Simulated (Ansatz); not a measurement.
## What TiCdSe3 (model cell, started as cubic perovskite with Ti in the octahedra) distorts into

Aim: this structure of TiCdSe3 (model cell, started as cubic perovskite with Ti in the octahedra) is to be tested for unstable modes, and one is followed downhill.

Program: Ansatz 0.2.0. Level of theory: DFT PBE, scalar-relativistic, plane waves, PAW. Results are calculated unless marked as measured.

The structure was built from a prototype and need not be the compound's stable phase.

### Step 1. The starting structure

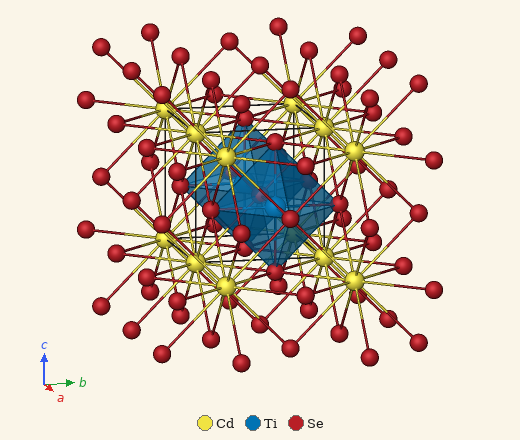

Start, viewed slightly off an axis; cadmium yellow, titanium blue, selenium red. 2×1×1 cells are drawn. Some periodic images of atoms are drawn too.

### Step 2. The dispersion

The cell comes from relaxations at this level that are not shown. Stability and thermal properties need the whole zone. Linear response on a 2×2×2 q mesh gives force constants as far as a supercell of that size would.

input.yaml

```yaml
crystal:
  lattice:
    - [4.9773704866, 0.0, 0.0]
    - [0.0, 4.9773704866, 0.0]
    - [0.0, 0.0, 4.9773704866]
  atoms:
    - { symbol: Cd, position: [0.0, 0.0, 0.0] }
    - { symbol: Ti, position: [0.5, 0.5, 0.5] }
    - { symbol: Se, position: [0.5, 0.5, 0.0] }
    - { symbol: Se, position: [0.5, 0.0, 0.5] }
    - { symbol: Se, position: [0.0, 0.5, 0.5] }
kpoints:
  mp_grid: { grid: [8, 8, 8] }
hamiltonian:
  xc: pbe
scf:
  occupations: { method: methfessel_paxton, width: 0.2 }
output:
  eigenvalues: true
phonons:
  method: dfpt
  qmesh: [2, 2, 2]
  temperatures: { t_max: 1000, t_step: 50 }
  qpath:
    path:
      - [[0.0, 0.0, 0.0], [0.0, 0.5, 0.0], [0.5, 0.5, 0.0], [0.0, 0.0, 0.0], [0.5, 0.5, 0.5], [0.0, 0.5, 0.0]]
      - [[0.5, 0.5, 0.5], [0.5, 0.5, 0.0]]
    npoints: 10
```

Launch:

```
> ansatz run input.yaml --threads 8 --pin off --max-ram 14336MiB --backend cpu --events-out ev --progress --plain --runs-dir out
```

Numbers of over 12 decimals in the logs are rounded to 6 here.

The program printed:

```text
Engine: ansatz 0.2.0, aarch64-unknown-linux-gnu
Pseudopotentials: kind: paw
Pseudopotential: Cd, paw, valence charge 20, recommended cutoff 420 eV (normal), Cd.paw.azcp
Pseudopotential: Ti, paw, valence charge 12, recommended cutoff 420 eV (normal), Ti.paw.azcp
Pseudopotential: Se, paw, valence charge 16, recommended cutoff 420 eV (normal), Se.paw.azcp
Functional definition: PBE
  parameter kappa = 0.804
  parameter beta = 0.066725
  exchange = pbe_x(kappa = kappa, mu = beta*pi^2/3)
  correlation = pbe_c(beta = beta)
Crystal: 5 atoms, lattice volume = 123.310 Å³
Basis set: ecut = 420 eV, 2469 PW (Γ), exchange–correlation on 72×72×72 points (8 copies of the dense FFT grid, shifted against one another)
Bands: 48, of which v1, the nominal top of the filled ones, is band 40 counted from 1 (39 counted from 0)
Symmetry: 48 space group operations
k-points: 35 of 512
Non-local potential: Cd, projectors of the file, l = 0: 3, l = 1: 2, l = 2: 2, l = 3: 1
Non-local potential: Ti, projectors of the file, l = 0: 3, l = 1: 2, l = 2: 3, l = 3: 1
Non-local potential: Se, projectors of the file, l = 0: 2, l = 1: 2, l = 2: 3, l = 3: 1
PAW form: soft (Blöchl's): semilocal exchange-correlation on the pseudo side does not see the compensation charge
PAW one-centre angular grid: Cd, 590 points (default); XC on 64 Gauss nodes
PAW one-centre angular grid: Ti, 590 points (default); XC on 64 Gauss nodes
PAW one-centre angular grid: Se, 590 points (default); XC on 64 Gauss nodes
Initial density: superposition of atomic densities (neutral atoms: chi_scale 0, normalization atom), corrected by the library's trained network
Initial wavefunctions: pseudopotential atomic-orbital guess
Functional: x = pbe(κ = 0.804, μ = 0.219515), c = pbe(β = 0.066725)
SCF iter   1: F=—  HF=-27163.225981 eV  |F-HF|=—  |Δ(HF+E_count)|=         —  Δρ=1.46e-3  dr2=1.48e-3  ethr=1.77e-3  ⟨swp⟩=5.9  Hψ=5628  notcnv=0
preconditioner: auto → LDOS  [metal: Δε(μ)=0.052 eV  Ē_g=8.365 eV  σ=0.200 eV  W_gap=0.22  n_scr=32 (ndim 8)  ℏωp=19.5 eV  f_vac=0.024  D(μ)=3.05/eV (n_scr^D=18)  β→1.0]
SCF iter   2: F=—  HF=-27163.228352 eV  |F-HF|=—  |Δ(HF+E_count)|=   2.37e-3  S|Δr|=    0.00e0  Δρ=8.13e-4  dr2=5.64e-4  ethr=1.85e-6  ⟨swp⟩=2.2  Hψ=3386  notcnv=0
SCF iter   3: F=—  HF=-27163.228223 eV  |F-HF|=—  |Δ(HF+E_count)|=   1.29e-4  S|Δr|=    0.00e0  Δρ=3.12e-4  dr2=1.12e-4  ethr=7.05e-7  ⟨swp⟩=2.0  Hψ=3000  notcnv=0
SCF iter   4: F=—  HF=-27163.228199 eV  |F-HF|=—  |Δ(HF+E_count)|=   2.34e-5  S|Δr|=    0.00e0  Δρ=5.21e-5  dr2=3.79e-6  ethr=1.40e-7  ⟨swp⟩=2.0  Hψ=2859  notcnv=0
SCF iter   5: F=—  HF=-27163.228188 eV  |F-HF|=—  |Δ(HF+E_count)|=   1.13e-5  S|Δr|=    0.00e0  Δρ=1.80e-5  dr2=5.83e-7  ethr=4.74e-9  ⟨swp⟩=2.0  Hψ=2128  notcnv=0
SCF iter   6: F=—  HF=-27163.228188 eV  |F-HF|=—  |Δ(HF+E_count)|=   2.43e-7  S|Δr|=    0.00e0  Δρ=1.53e-5  dr2=4.66e-7  ethr=7.28e-10  ⟨swp⟩=2.9  Hψ=2946  notcnv=0
SCF iter   7: F=—  HF=-27163.228188 eV  |F-HF|=—  |Δ(HF+E_count)|=   4.88e-8  S|Δr|=    0.00e0  Δρ=3.44e-6  dr2=3.13e-8  ethr=5.82e-10  ⟨swp⟩=1.6  Hψ=1720  notcnv=0
SCF iter   8: F=—  HF=-27163.228188 eV  |F-HF|=—  |Δ(HF+E_count)|=  3.20e-10  S|Δr|=    0.00e0  Δρ=5.62e-7  dr2=6.60e-10  ethr=3.91e-11  ⟨swp⟩=1.9  Hψ=1748  notcnv=0
SCF iter   9: F=—  HF=-27163.228188 eV  |F-HF|=—  |Δ(HF+E_count)|=  1.46e-10  S|Δr|=    0.00e0  Δρ=2.23e-7  dr2=8.95e-11  ethr=1.00e-12  ⟨swp⟩=2.0  Hψ=2843  notcnv=0
SCF iter  10: F=-27163.228188 eV  HF=-27163.228188 eV  |F-HF|=0.00e0  |Δ(HF+E_count)|=  1.24e-10  S|Δr|=    0.00e0  Δρ=7.75e-8  dr2=8.05e-12  ethr=1.00e-12  ⟨swp⟩=7.3  Hψ=8774  notcnv=0
SCF 1 converged in 10 iterations: F = -27163.228188 eV  dr2 = 8.05e-12
  greatest PAW one-centre occupation: 1.000 electrons in one spin orbital (limit 2), on the Cd atom at site 0 (counted from 0), in its partial waves of l = 0
Initial density: read from a saved state, or passed on in memory by an earlier SCF of this step, an earlier step, the calling program or the single point that the run made first
iter 1 solved again at ethr=3.09e-7 eV; its pass at ethr=3.10e-3 eV (dr2=2.48e-4 eV) is discarded
SCF iter   1: F=—  HF=-27163.228199 eV  |F-HF|=—  |Δ(HF+E_count)|=         —  Δρ=7.34e-7  dr2=6.22e-10  ethr=3.09e-7  ⟨swp⟩=3.0  Hψ=9100  notcnv=0
eigensolver tolerance schedule: the retry pair's looser diagonalisation over-reported the residual by 398179.94 of it (diagonalisation noise at an unbounded share of the residual, at the tolerance the schedule requests for it); recorded, not acted on — ethr = c·dr2/N_el stays at c = 1.0e-1
preconditioner: auto → LDOS  [metal: Δε(μ)=0.050 eV  Ē_g=8.376 eV  σ=0.200 eV  W_gap=0.21  n_scr=32 (ndim 8)  ℏωp=19.5 eV  f_vac=0.024  D(μ)=3.02/eV (n_scr^D=18)  β→1.0]
SCF iter   2: F=—  HF=-27163.228188 eV  |F-HF|=—  |Δ(HF+E_count)|=   1.05e-5  S|Δr|=    0.00e0  Δρ=1.06e-6  dr2=1.38e-9  ethr=1.00e-12  ⟨swp⟩=3.6  Hψ=4563  notcnv=0
SCF iter   3: F=—  HF=-27163.228188 eV  |F-HF|=—  |Δ(HF+E_count)|=  3.93e-10  S|Δr|=    0.00e0  Δρ=4.22e-7  dr2=2.18e-10  ethr=1.00e-12  ⟨swp⟩=2.2  Hψ=3018  notcnv=0
SCF iter   4: F=—  HF=-27163.228188 eV  |F-HF|=—  |Δ(HF+E_count)|=  2.18e-11  S|Δr|=    0.00e0  Δρ=3.29e-7  dr2=1.33e-10  ethr=1.00e-12  ⟨swp⟩=1.0  Hψ=1680  notcnv=0
SCF iter   5: F=—  HF=-27163.228188 eV  |F-HF|=—  |Δ(HF+E_count)|=  2.18e-11  S|Δr|=    0.00e0  Δρ=1.88e-7  dr2=4.44e-11  ethr=1.00e-12  ⟨swp⟩=1.0  Hψ=1680  notcnv=0
SCF iter   6: F=-27163.228188 eV  HF=-27163.228188 eV  |F-HF|=1.46e-11  |Δ(HF+E_count)|=  7.28e-12  S|Δr|=    0.00e0  Δρ=7.93e-8  dr2=8.56e-12  ethr=1.00e-12  ⟨swp⟩=1.6  Hψ=3526  notcnv=0
SCF 2 converged in 6 iterations: F = -27163.228188 eV  dr2 = 8.56e-12
phonons: the bands overlap, so this run is a metal and interpolates without the dipole-dipole term. If the crystal is really an insulator or semiconductor, its LO-TO splitting is missing
NSCF: frozen V_eff on 35 k-points
NSCF: frozen V_eff on 125 k-points
DFPT response loops at q = (0, 0, 0) (fractional): preconditioner auto → Kerker (q_TF=auto, 2.538 Å⁻¹) (partly filled bands, converged f_vac=0.024); β = 1.00, the filter's whole step (`scf.mixing.beta` (0.50) is not read by the response loops under this deck's `scf.mixing.preconditioner`; to damp them name `kerker` or `kerker_dos`, under which they read `scf.mixing.beta`, and type it under 1.00, their step now; both keys bind the ground state too); Broyden in place of MSR1
NSCF: frozen V_eff on 250 k-points
DFPT response loops at q = (0, 0, -0.5) (fractional): mixed as the last ones told, above
NSCF: frozen V_eff on 250 k-points
DFPT response loops at q = (0, -0.5, -0.5) (fractional): mixed as the last ones told, above
NSCF: frozen V_eff on 250 k-points
DFPT response loops at q = (-0.5, -0.5, -0.5) (fractional): mixed as the last ones told, above
SCF converged after 10 iterations
Stability not checked: this state was not tested for a lower state beside it, because cold or Methfessel-Paxton smearing, or corrected tetrahedra, fill the levels in a way that the test cannot read (fill_not_monotonic; see scf.lower_state_search)
Free energy (F): -27163.228188 eV
Harris-Foulkes:  -27163.228188 eV  (|F-HF|=0.00e0)
Internal energy: -27163.230923 eV  (E = F + TS)
E sigma→0 (E₀):  -27163.228872 eV
Entropy (-TS):   0.002735 eV (0.547 meV/atom)
Fermi energy:    8.660689 eV
--- Per-component energies (eV) ---
  E_band       = -1828.943478
  E_kinetic    = 1131.475115
  E_local      = -11645.660900  (includes V_loc(G=0)·N_el)
  E_nonlocal   = -1746.856849
  E_hartree    = 5561.484962
  E_xc         = -585.205451
  E_vxc        = -635.831640  (∫ρ·V_xc dr)
  E_paw        = -10865.005430  (= ΣΔE_a)
  E_vpaw       = -55.037350  (= ΣTr[D̂ρ^β])
  E_aug_tail   = -0.001571  (compensation charges beyond the density's cutoff)
  E_ewald      = -9013.460799
  E_smearing   = 0.002735  (= −TS)
  E_closure    = 0.000000  (closes the sum)
  Σ components = -27163.228188   (vs F -27163.228188, Δ=0.00e0)
--- Band table (eV; the first three rows and the last of 35) ---
  k-point 0: bands = [... 36 lower, 7.6985, 7.6985, 8.3828, 8.3828, 8.3828, 8.7131, 8.7131, 8.7131, ... 4 higher]
  k-point 1: bands = [... 36 lower, 7.4199, 7.6302, 8.2146, 8.2146, 8.2505, 8.7163, 9.1810, 9.1810, ... 4 higher]
  k-point 2: bands = [... 36 lower, 6.8606, 7.4769, 8.2160, 8.2160, 8.7233, 8.7241, 9.7617, 9.7617, ... 4 higher]
  k-point 34: bands = [... 36 lower, 5.3079, 7.0575, 9.1754, 9.1754, 9.1754, 10.2322, 10.2322, 10.2322, ... 4 higher]
--- Phonons (Γ-DFPT): 4 representative perturbations + reference (Σ response iterations 12) ---
  ASR residual: 8.631e-5 → 0.000e0 eV/Å²; symmetrization residual: 8.470e-6 eV/Å²
  ASR residual per site (eV/Å²): 8.63e-5 6.36e-5 5.39e-5 5.39e-5 5.39e-5
  Γ frequencies (cm⁻¹): -125.83 -125.83 -125.83 -76.69 -76.69 -76.69 -44.49 -44.49 -44.49 0.00 0.00 0.00 201.11 201.11 201.11
--- Phonons (arbitrary-q DFPT): 4 irreducible q on the 2×2×2 mesh ---
  q = [0.0000, 0.0000, 0.0000] (star 1, of the zone-centre solve; hermiticity 2.09e-6, symmetrization 6.23e-12): -125.83 -125.83 -125.83 -76.69 -76.69 -76.69 -44.49 -44.49 -44.49 -0.00 -0.00 -0.00 201.11 201.11 201.11
  q = [0.0000, 0.0000, -0.5000] (star 3, 9 solved perturbations in 975 linear systems a pass and spin channel, the states on 125 of 512 k-point pairs; hermiticity 1.73e-6, symmetrization 2.32e-12): -99.71 -99.71 -75.24 -39.49 -39.49 -33.96 -33.96 -24.82 37.06 51.31 51.31 209.63 209.63 209.88 214.01
  q = [0.0000, -0.5000, -0.5000] (star 3, 9 solved perturbations in 975 linear systems a pass and spin channel, the states on 125 of 512 k-point pairs; hermiticity 1.00e-6, symmetrization 1.11e-12): -105.56 -55.86 -55.86 -51.81 -44.60 14.25 14.25 49.47 49.47 102.19 185.38 195.43 195.43 221.11 234.29
  q = [-0.5000, -0.5000, -0.5000] (star 1, 4 solved perturbations in 350 linear systems a pass and spin channel, the states on 125 of 512 k-point pairs; hermiticity 5.14e-7, symmetrization 5.80e-12): -107.10 -107.10 -107.10 -37.97 -37.97 -37.97 108.59 108.59 108.59 184.00 184.00 184.00 186.07 186.07 250.61
  sum rule: each row above includes the acoustic sum rule's correction from the zone centre's row sums; it moved no ω² by more than (0.60 cm⁻¹)²
  mesh force constants: q→R imaginary residual 4.20e-18; ASR residual 8.631e-5 → 0.000e0 eV/Å²; symmetrization residual 3.997e-15 eV/Å²
  interpolated dispersion: 62 rows × 15 modes
  density of states and harmonic sums: on the 14×14×14 q-mesh, interpolated from the force constants of a 2×2×2 supercell (no non-analytic term)
  largest difference from the sums on the solved wave vectors: F 4.59e-2 eV, S 7.37e-5 and C_V 1.67e-5 eV/K
  zero-point energy: 0.070251 eV/cell   skipped modes (ω ≤ 0): 846, of them read as no rigid motion or as one in doubt: 843 (6.951e0 modes/cell left out, lowest -125.83 cm⁻¹)   left out of the sums: 4.63e-1 of the cell's modes: C_V's classical limit lies that fraction below 3 k_B per atom; for a crystal, a wire or a layer, F and S can be off by more, and a phonons.interpolated_qmesh denser along its periods is the remedy for the sampling
```

The job ended after 3.5 min (8 threads of Arm Neoverse V2, shared host; peak memory 2.2 GiB).

Numbers from this step:

* volume per atom: 24.66 Å³
* gap on the k-mesh: 0 eV
* sum-rule residual before enforcement: 8.63e-5 eV/Å²
* lowest frequency on the path: -125.8 cm⁻¹
* point group: m-3m
* highest frequency on the path or at a solved wavevector: 250.6 cm⁻¹
* highest optical mode at the zone centre (no LO-TO term): 201.1 cm⁻¹
* lowest optical zone-centre mode: -125.8 cm⁻¹
* lowest mode on the q mesh (acoustic modes at Γ apart): -125.8 cm⁻¹

Frequencies (cm⁻¹) solved at each irreducible wavevector; negative means imaginary. Frequencies by wavevector, by row:

| q in reciprocal lattice units | star | mode 1 | mode 2 | mode 3 | mode 4 | mode 13 | mode 14 | mode 15 |
| --- | --- | --- | --- | --- | --- | --- | --- | --- |
| 0 0 0 | 1 | -125.8 | -125.8 | -125.8 | -76.7 | 201.1 | 201.1 | 201.1 |
| 0 0 -0.5 | 3 | -99.7 | -99.7 | -75.2 | -39.5 | 209.6 | 209.9 | 214 |
| 0 -0.5 -0.5 | 3 | -105.6 | -55.9 | -55.9 | -51.8 | 195.4 | 221.1 | 234.3 |
| -0.5 -0.5 -0.5 | 1 | -107.1 | -107.1 | -107.1 | -38 | 186.1 | 186.1 | 250.6 |

Interpolated from a 2×2×2 q mesh. The phonon branches at the labelled points (cm⁻¹):

| point | branch 1 | branch 2 | branch 3 | branch 4 | branch 12 | branch 13 | branch 14 | branch 15 |
| --- | --- | --- | --- | --- | --- | --- | --- | --- |
| Γ | -126 | -126 | -126 | -77 | 0 | 201 | 201 | 201 |
| X | -100 | -100 | -75 | -40 | 210 | 210 | 210 | 214 |
| M | -106 | -56 | -56 | -52 | 195 | 195 | 221 | 234 |
| Γ | -126 | -126 | -126 | -77 | 0 | 201 | 201 | 201 |
| R | -107 | -107 | -107 | -38 | 184 | 186 | 186 | 251 |
| X | -100 | -100 | -75 | -40 | 210 | 210 | 210 | 214 |
| jump to R | -107 | -107 | -107 | -38 | 184 | 186 | 186 | 251 |
| M | -106 | -56 | -56 | -52 | 195 | 195 | 221 | 234 |

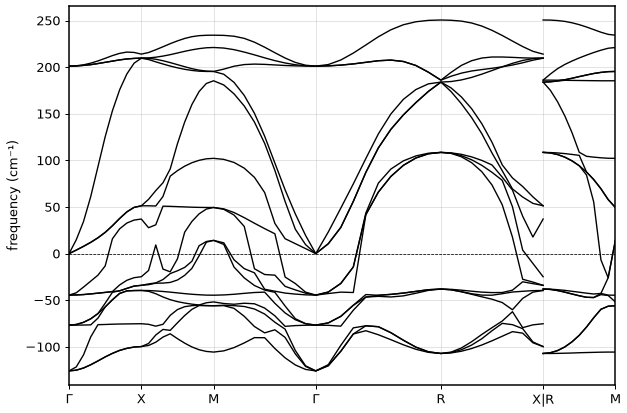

Phonon branches along the path.

Symmetry leaves 4 wavevectors to solve. The lowest mode among them, the acoustic zeros apart, lies at Γ and is imaginary, 125.8i cm⁻¹, so the energy falls along it.

### Step 3. The mode frozen in, largest atomic shift 0 Å

The mode followed lies at Γ with frequency 125.8i cm⁻¹ and is 3-fold degenerate, the softest among the wavevectors solved. At small amplitude the distorted cell has space group no. 160 by a symmetry search on the positions. The undistorted cell that holds it gives the zero of energy on the same k mesh.

input.yaml, the sections that differ from step 2:

```yaml
output:
  forces: true
  stress: true
  eigenvalues: true
# crystal, kpoints, hamiltonian, scf: as in step 2
# phonons: removed
```

The program printed:

```text
[...]
Crystal: 5 atoms, lattice volume = 123.310 Å³
Basis set: ecut = 420 eV, 2469 PW (Γ), exchange–correlation on 72×72×72 points (8 copies of the dense FFT grid, shifted against one another)
Bands: 48, of which v1, the nominal top of the filled ones, is band 40 counted from 1 (39 counted from 0)
Symmetry: 48 space group operations
[...]
k-points: 35 of 512
[...]
k-point 0: bands = [... 36 lower, 7.6985, 7.6985, 8.3828, 8.3828, 8.3828, 8.7130, 8.7130, 8.7130, ... 4 higher]
  k-point 1: bands = [... 36 lower, 7.4199, 7.6302, 8.2146, 8.2146, 8.2505, 8.7162, 9.1809, 9.1809, ... 4 higher]
  k-point 2: bands = [... 36 lower, 6.8606, 7.4769, 8.2160, 8.2160, 8.7233, 8.7241, 9.7616, 9.7616, ... 4 higher]
  k-point 34: bands = [... 36 lower, 5.3078, 7.0575, 9.1754, 9.1754, 9.1754, 10.2321, 10.2321, 10.2321, ... 4 higher]
[key lines of the parts left out:]
SCF converged after 7 iterations
Free energy (F): -27163.228188 eV
Fermi energy:    8.660690 eV
P = ⅓ Tr σ = 0.0003 GPa (0.003 kbar)
```

Wall time 1.4 s (8 threads); peak memory 0.67 GiB.

This step gave:

* pressure: 2.82e-4 GPa
* energy from the undistorted cell: 0 meV/atom

The run ends at a pressure of 0.00 GPa.

### Step 4. The mode frozen in, largest atomic shift 0.32 Å

The atoms are moved along the unstable eigenvector, the largest shift by 0.32 Å, with the cell fixed.

input.yaml, the sections that differ from step 3:

```yaml
crystal:
  lattice:
    - [4.9773704866, 0.0, 0.0]
    - [0.0, 4.9773704866, 0.0]
    - [0.0, 0.0, 4.9773704866]
  atoms:
    - { symbol: Cd, position: [-0.0047618858, 0.0047618858, 0.0047618858] }
    - { symbol: Ti, position: [0.4628815885, 0.5371184115, 0.5371184115] }
    - { symbol: Se, position: [0.5155892847, 0.4844107153, 0.001901371] }
    - { symbol: Se, position: [0.5155892847, 0.001901371, 0.4844107153] }
    - { symbol: Se, position: [-0.001901371, 0.4844107153, 0.4844107153] }
# kpoints, hamiltonian, scf, output: as in step 3
```

The program printed:

```text
[...]
Crystal: 5 atoms, lattice volume = 123.310 Å³
Basis set: ecut = 420 eV, 2469 PW (Γ), exchange–correlation on 72×72×72 points (8 copies of the dense FFT grid, shifted against one another)
Bands: 48, of which v1, the nominal top of the filled ones, is band 40 counted from 1 (39 counted from 0)
Symmetry: 6 space group operations
[...]
k-points: 65 of 512 (time reversal used)
[...]
k-point 0: bands = [... 36 lower, 7.3170, 7.5640, 7.7249, 7.8112, 7.8112, 9.5954, 9.5954, 10.1298, ... 4 higher]
  k-point 1: bands = [... 36 lower, 7.2834, 7.5182, 7.5226, 7.8842, 8.0942, 9.4798, 9.7850, 10.0254, ... 4 higher]
  k-point 2: bands = [... 36 lower, 7.0129, 7.2950, 7.5606, 7.9358, 8.6441, 9.5724, 10.0805, 10.1601, ... 4 higher]
  k-point 64: bands = [... 36 lower, 5.6786, 6.9866, 9.1421, 9.1421, 9.1863, 10.1877, 10.2729, 10.2729, ... 4 higher]
[key lines of the parts left out:]
SCF converged after 7 iterations
Free energy (F): -27163.292883 eV
Fermi energy:    8.676050 eV
P = ⅓ Tr σ = 0.9485 GPa (9.485 kbar)
```

Wall time 3.8 s (8 threads); peak memory 0.7 GiB.

Numbers from this step:

* pressure: 0.9485 GPa
* energy from the undistorted cell: -12.57 meV/atom

The energy, extrapolated to zero smearing, is -12.57 meV/atom against the undistorted cell.

The run ends at a pressure of 0.95 GPa, with forces up to 0.59 eV/Å.

### Step 5. Energy along the mode, all amplitudes (two of the runs are shown above)

An imaginary frequency means negative curvature, so the energy should fall and then rise again as anharmonic terms take over.

This step gave:

```
depth at the lowest point sampled  : 12.57 meV/atom
largest atomic shift at that point : 0.32 Å
```

Energy from the parent against largest atomic shift:

| largest atomic shift (Å) | energy from the parent (meV/atom) |
| --- | --- |
| 0.000 | 0 |
| 0.040 | -0.709 |
| 0.080 | -2.71 |
| 0.140 | -6.82 |
| 0.220 | -11.9 |
| 0.320 | -12.6 |
| 0.450 | 5.74 |

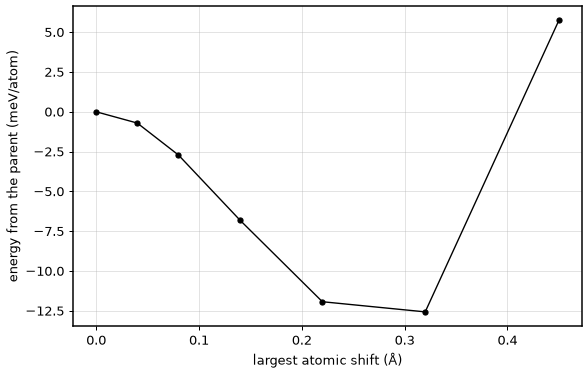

Energy from the parent against largest atomic shift.

Displacement at unit largest shift by atom:

| atom | x (Å) | y (Å) | z (Å) | size |
| --- | --- | --- | --- | --- |
| Cd1 | -0.074 | 0.074 | 0.074 | 0.128 |
| Ti2 | -0.577 | 0.577 | 0.577 | 0.999 |
| Se3 | 0.242 | -0.242 | 0.030 | 0.344 |
| Se4 | 0.242 | 0.030 | -0.242 | 0.344 |
| Se5 | -0.030 | -0.242 | -0.242 | 0.344 |

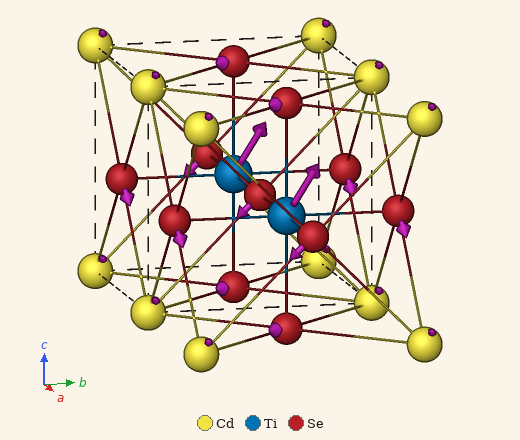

Displacement at unit largest shift as arrows, the longest 0.999 Å. 2×1×1 cells are drawn. Some periodic images of atoms are drawn too.

The lowest of the steps tried is at 0.32 Å, 12.6 meV/atom below the parent; the bottom of the well need not coincide with a step.

[end of part 1 of 3]

[Logs are printed without paths, hosts, clocks, repeated set-up lines and the standing remarks that a program may print on its own settings, such as how far it seeks lower states.]

[Hosts, paths, dates, database ids (printed as entryN), source tags and the programs' standing remarks are cut or masked in the printed files.]
